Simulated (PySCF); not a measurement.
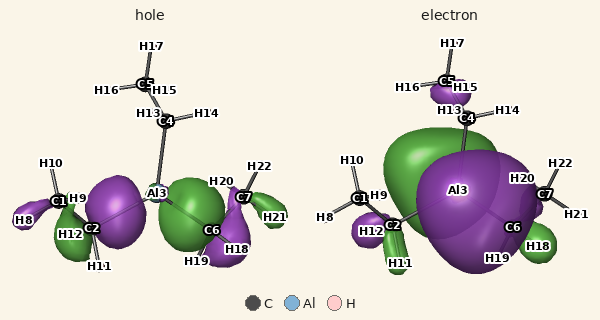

Figure 1: C$_{6}$H$_{15}$Al, SMILES `CC[Al](CC)CC`. Leading natural transition orbital pair of S₁ (TDHF singlet states); the surfaces enclose about 70 % of each orbital's density.

Level of theory: HF/6-31+G* (PySCF), at a geometry from GFN2-xTB. No frequency check shows the geometry to be a minimum.

### Where does the state lie, and where do hole and electron sit?

6.01 eV (206 nm), f = 0.001 (very weak); the leading pair carries 99 %; hole on C6 (30 %), C2 (24 %) and Al3 (20 %), electron on Al3 (59 %), C2 and C6 (8 % each) and C4 (6 %); their centroids lie 0.6 Å apart; S₂ lies within 0.1 eV of it. The HOMO–LUMO gap is 11.22 eV.
